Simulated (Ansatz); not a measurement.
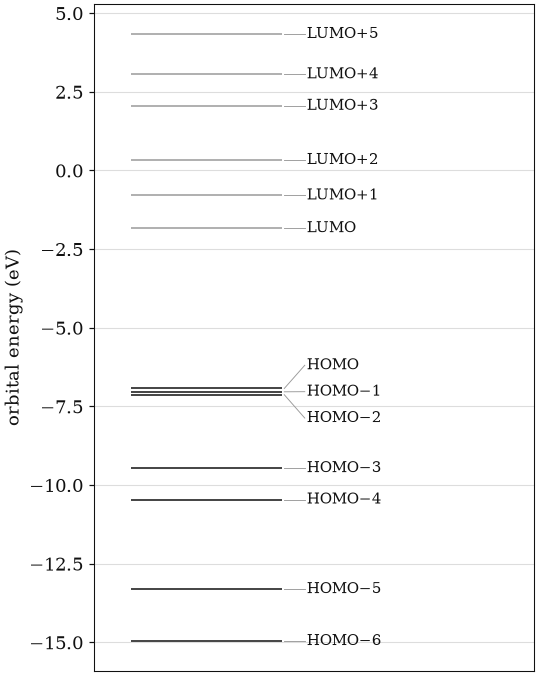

CH₂BrN, SMILES N(=C\Br)/[H]. Kohn-Sham orbital energies near the frontier, revPBE/def2-TZVPP in the Ansatz code, at a PBE0-D4/def2-TZVP geometry (a minimum by its frequencies), isolated molecule; empty levels in grey, levels within 0.03 eV side by side.

Question: Where do the frontier orbitals lie?

Answer: HOMO at −6.93 eV, LUMO at −1.84 eV, 5.10 eV apart.

Question: How far below the HOMO does the next level lie?

Answer: 0.11 eV.

Known limits of this run: no scalar relativity up to krypton; spin-orbit coupling is left out, and with Br it can shift these levels and split any degenerate set; empty levels above zero depend strongly on the basis.
